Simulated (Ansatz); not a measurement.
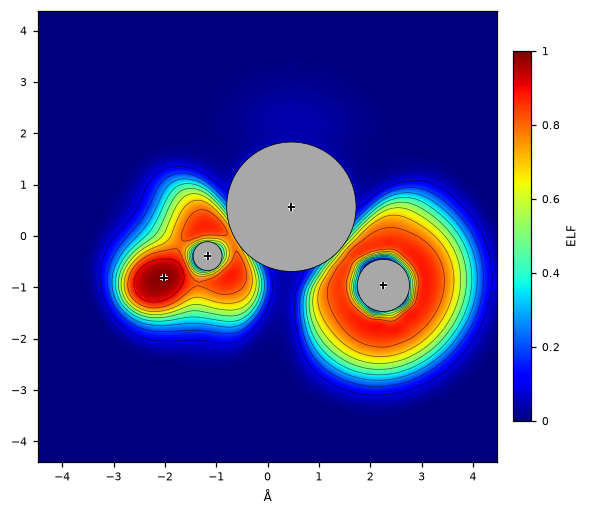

The electron localisation function on a plane through atoms (crosses mark nuclei in the plane; grey discs cover the cores).

Theory: RKS PBE0-D4/def2-TZVPP in Ansatz.

Candidates:
A. Cl3H2InSe (SMILES [Cl][In-]([Cl])([Cl])[SeH2+])
B. Cl2H2O2Zr (SMILES [OH][Zr]([OH])([Cl])[Cl])
C. C2H7AlSe (SMILES [CH3][AlH][Se]C)

Q: Which system is this?

A: Candidate B: Cl2H2O2Zr on the plane of atoms O3, Zr2 and Cl4, which holds Zr, O, Cl and H. Zr–O (1.89 Å): the ELF peaks at about 0.80 in the valence shell of O, 0.5 Å from its nucleus, and drops to about 0.20 between the two atoms. Zr–Cl (2.36 Å): the ELF peaks at about 0.85 in the valence shell of Cl, 0.8 Å from its nucleus, and is about 0.35 at the midpoint.
